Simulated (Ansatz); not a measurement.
# CH3BF radical: small, medium and large basis sets

How large a basis does CH3BF radical need? Two functionals are run in growing sets.

The runs use Ansatz 0.2.0, Gaussian basis; one geometry, several basis sets.

Plan: PBE0-D4/def2-SVP; ωB97M-V/def2-SVP; PBE0-D4/def2-QZVPP; ωB97M-V/def2-QZVPP; the functionals' def2-TZVPP values are taken from earlier runs.

**1. The relaxed structure**

An earlier PBE0-D4 in a triple-zeta def2 set relaxation fixed the geometry.

SMILES `C[B]F`, 6 atoms, charge 0, spin multiplicity 2.

Atoms are counted from 1 here; the program's logs count them from 0.

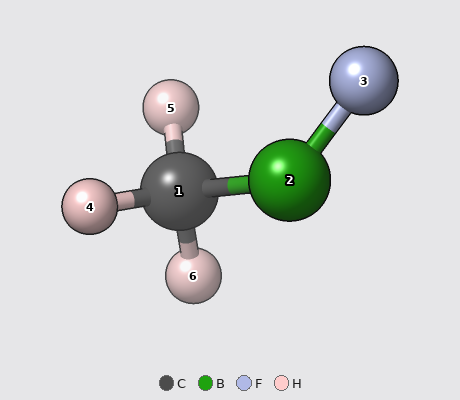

The geometry (carbon dark grey, boron green, fluorine light blue, hydrogen pink); atoms are numbered from 1 in the order of the file.

**2. PBE0-D4 in def2-SVP**

File in.yaml:

```yaml
crystal:
  periodic: [false, false, false]
  atoms:
    - {symbol: C, position_ang: [-0.303714, 0.310532, -0.173713]}
    - {symbol: B, position_ang: [0.287431, -1.067617, 0.235502]}
    - {symbol: F, position_ang: [1.486629, -1.228918, 0.739312]}
    - {symbol: H, position_ang: [-1.223512, 0.495667, 0.389486]}
    - {symbol: H, position_ang: [0.393162, 1.138567, -0.009576]}
    - {symbol: H, position_ang: [-0.597895, 0.287867, -1.227211]}
basis:
  gaussian: {orbitals: def2-SVP}
magnetization: {spin_polarized: true, initial_magnetization: 1}
hamiltonian: {xc: pbe0, dispersion: d4}
output: {orbitals: {seedname: orbitals}}
```

After this run come: ωB97M-V in def2-SVP; PBE0-D4 in def2-QZVPP; ωB97M-V in def2-QZVPP.

Q: Predict the results of all the runs planned. Wanted: PBE0-D4: double and triple zeta above quadruple; ωB97M-V: double and triple zeta above quadruple.

The runs gave:

| quantity | value |
| --- | --- |
| PBE0-D4: double and triple zeta above quadruple | 5.53, 0.25 eV |
| ωB97M-V: double and triple zeta above quadruple | 5.70, 0.24 eV |

In words: PBE0-D4 gains 5.28 eV from double to triple zeta, then 0.25 eV more. These are total energies; as a rule much of such shifts cancels in differences, which this series doesn't test.
